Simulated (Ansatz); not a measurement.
```
Cd Rh S
1.0
     3.70879    0.00000    0.00000
    -1.85440    3.21191    0.00000
     0.00000    0.00000   34.47175
Cd Rh S
3 6 12
Direct
  0.00000 0.00000 0.00000
  0.66667 0.33333 0.33333
  0.33333 0.66667 0.66667
  0.66667 0.33333 0.10728
  0.33333 0.66667 0.44061
  0.00000 0.00000 0.77395
  0.00000 0.00000 0.22605
  0.66667 0.33333 0.55939
  0.33333 0.66667 0.89272
  0.66667 0.33333 0.20466
  0.33333 0.66667 0.53799
  0.00000 0.00000 0.87133
  0.66667 0.33333 0.04304
  0.33333 0.66667 0.37637
  0.00000 0.00000 0.70971
  0.00000 0.00000 0.12867
  0.66667 0.33333 0.46201
  0.33333 0.66667 0.79534
  0.00000 0.00000 0.29029
  0.66667 0.33333 0.62363
  0.33333 0.66667 0.95696
```

Space group R-3m; a structure from a database of computed crystals, not necessarily the ambient phase; started from the MgIn2Se4-166 prototype, which need not be the ambient phase; computed without spin polarisation.

Theory: DFT, r2SCAN+rVV10, plane waves, PAW (Ansatz).

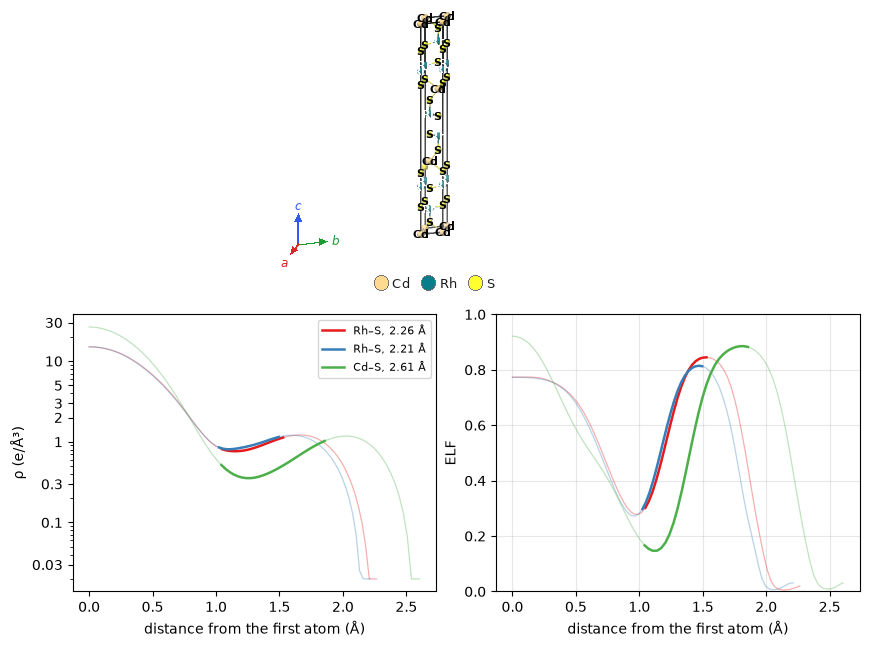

CdRh$_{2}$S$_{4}$. Valence electron density and ELF along straight lines between neighbouring atoms. Thin, pale parts lie inside the atomic spheres. The structure is drawn too.

The density is the valence pseudo-density of a PAW calculation; it isn't the true density close to the nuclei.

Question: What can be read from the curves?

Answer: Rh–S (2.26 Å): ρ is about 0.76 e/Å³ halfway; the ELF peaks at about 0.85 in the valence shell of S, 0.7 Å from its nucleus, and is about 0.40 at the midpoint.
Rh–S (2.21 Å): the density is about 0.81 e/Å³ at the midpoint; the ELF peaks at about 0.80 in the valence shell of S, 0.7 Å from its nucleus, and is about 0.40 at the midpoint.
Cd–S (2.61 Å): the density is about 0.36 e/Å³ at the midpoint; the ELF peaks at about 0.90 in the valence shell of S, 0.8 Å from its nucleus, and drops to about 0.15 between the two atoms.
